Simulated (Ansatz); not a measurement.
Band structure of NiTeSe (P3m1, 3 atoms in the cell).

```
CELL_PARAMETERS angstrom
      3.67925     0.00000     0.00000
     -1.83963     3.18632     0.00000
      0.00000     0.00000     5.10108
ATOMIC_POSITIONS crystal
  Ni 0.00000 0.00000 0.01287
  Te 0.66667 0.33333 0.74931
  Se 0.33333 0.66667 0.23782
```

Computed with PBEsol, PAW files made with PBE (plane waves; Ansatz, a first-principles code).

Settings: basis.ecutwfc = 420 eV; kpoints.mp_grid.grid = 7 7 5; hamiltonian.xc = pbesol; hamiltonian.pseudopotentials = {kind: paw} (an earlier, softer set of the program's PAW files); scf.occupations.method = fermi_dirac; scf.occupations.width = 0.1 eV; kpoints.band_path.npoints = 8.

The starting cell comes from a database of computed structures (which also holds hypothetical and non-ambient phases and stackings), without a prior relaxation at this level. Its lattice was rescaled by a random factor within 2.5 % of one. Spin-orbit coupling is off. Spin polarisation is off, so a magnetic state, if there is one, cannot be reached.

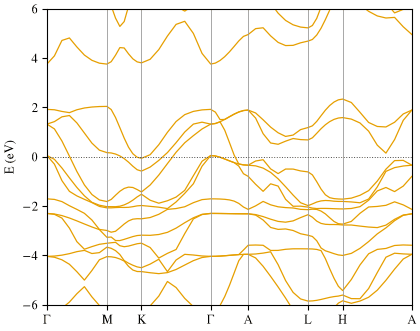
Figure: Bands along the path, energies from the Fermi level.

Levels in eV from the Fermi level, bands 22 to 29:
```csv
point,22,23,24,25,26,27,28,29
Γ,-1.71,0.05,0.05,1.32,1.32,1.92,3.76,6.14
M,-2.99,-2.08,-2.03,-1.82,0.16,2.04,3.75,6.25
K,-2.52,-1.98,-1.52,-1.43,-0.59,-0.07,3.80,8.08
A,-2.14,-0.80,-0.35,-0.35,1.89,1.89,4.95,6.19
L,-2.15,-2.05,-1.98,-0.62,0.68,1.18,4.69,5.22
H,-2.74,-2.12,-1.82,-1.72,1.58,2.34,6.82,7.21
```

Bands cross the Fermi level along this path, so the cell is metallic at this level.

Keys are those of Ansatz 0.2.
